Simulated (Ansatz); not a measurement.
| atom | x (Å) | y (Å) | z (Å) |
| --- | --- | --- | --- |
| Ge | 0.3385 | 0.0001 | 0.0570 |
| O | 0.6692 | -0.1380 | 1.8096 |
| H | -0.1572 | -0.1641 | 2.3278 |
| H | 1.7333 | -0.0031 | -0.5980 |
| H | -0.5523 | 1.2284 | -0.2653 |
| Cl | -0.7740 | -1.7514 | -0.6278 |

Method: Ansatz 0.2.0, RKS PBE/def2-SVP.

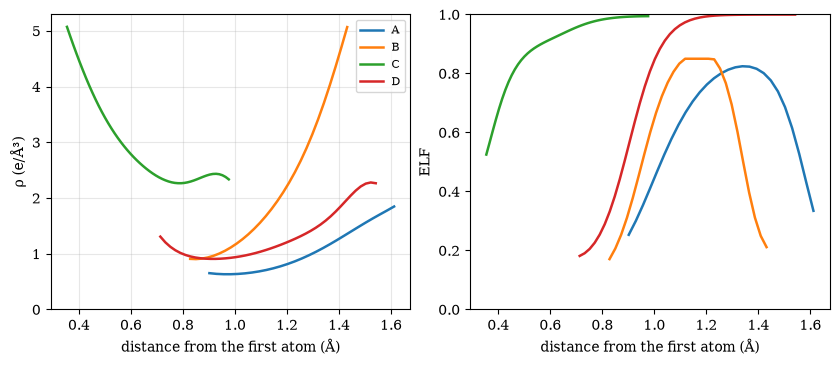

ClGeH$_{3}$O. Total electron density and electron localisation function along straight lines between neighbouring atoms. The curves leave out the atomic cores.

Question: Which curve belongs to which contact (Ge–Cl, Ge–H, Ge–O and O–H)? The first atom named is at distance zero.

Answer: Curve A: Ge–Cl (2.18 Å): ρ at the midpoint is about 0.68 e/Å³; the ELF peaks at about 0.80 in the valence shell of Cl, 0.8 Å from its nucleus, and is about 0.65 at the midpoint. Curve B: Ge–O (1.79 Å): ρ is about 0.93 e/Å³ halfway; the ELF peaks at about 0.85 in the valence shell of O, 0.7 Å from its nucleus, and is about 0.30 at the midpoint. Curve C: O–H (0.98 Å): the density is about 3.5 e/Å³ at the midpoint; the ELF climbs to about 1 towards the hydrogen, as it does in any bond to H: an ordinary covalent bond to hydrogen. Curve D: Ge–H (1.54 Å): the density is about 1.1 e/Å³ at the midpoint; the ELF climbs to about 1 towards the hydrogen.
